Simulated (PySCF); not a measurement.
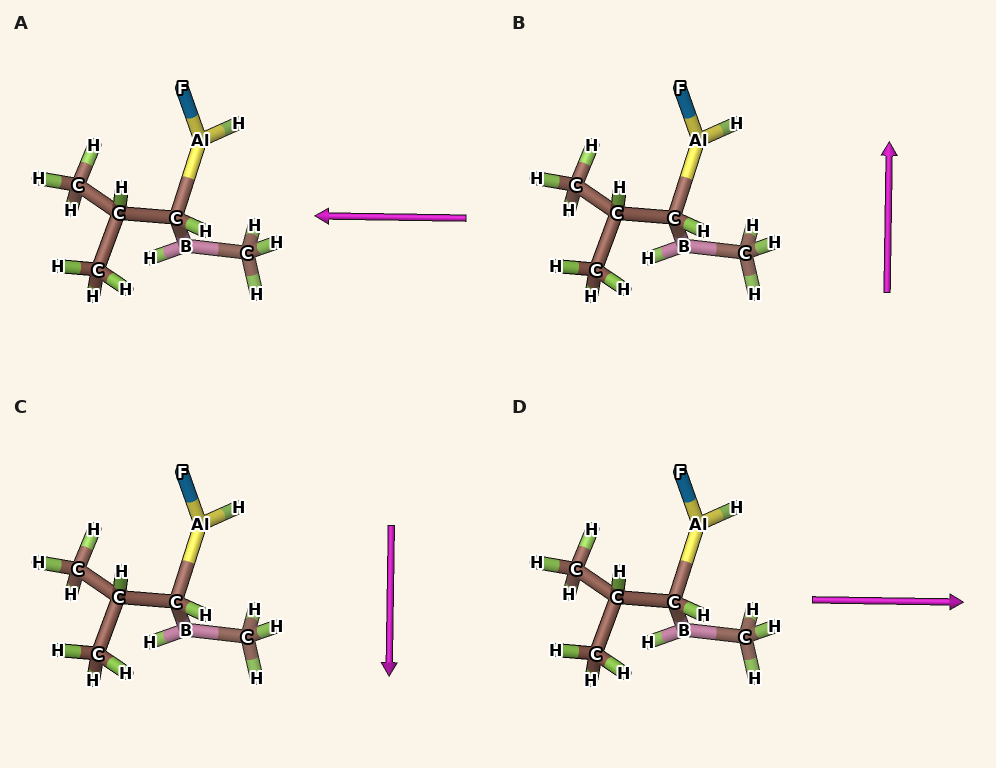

The same molecule four times, each with an arrow. The computed structure is the end point of a GFN2-xTB optimisation. No frequency run is at hand to confirm it as a minimum. Properties computed with PBE0/pcSseg-1, gas phase (PySCF 2.14.0).

### Which arrow points along the dipole moment, from the negative to the positive end?

C. The dipole moment is 1.35 D.

The geometry is semi-empirical. Around Al, B such bond lengths and angles can be off by a tenth of an ångström or more and by several degrees, and values that hang on the shape move with them.
